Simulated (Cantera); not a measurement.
A closed system holds: 1 mol C₂F₆, 1.2 mol H₂, held at 0.0440 bar.

Cantera equilibrium calculation (NASA polynomials, part measured and part estimated; ideal gas, pure solids and liquids). Candidate condensed phases: C, C₆H₆, C₇H₈, C₈H₁₈; 110 gas species. Ions and electrons are included (thermal ionisation). The feed counts by its element totals alone. Kinetics and transport are ignored.

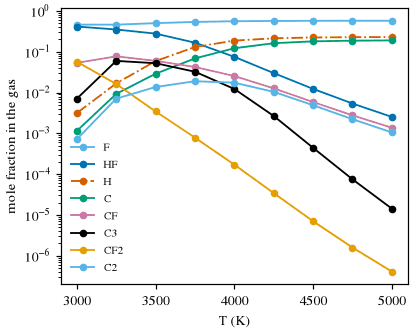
Fig. 1. Equilibrium gas composition (values under 1e-9 drawn at 1e-9)

At 3000 K the condensed part is C(graphite). From 3250 K to 5000 K nothing is condensed. The main C-bearing gas is CF₂ at 3000 K and C at 5000 K.
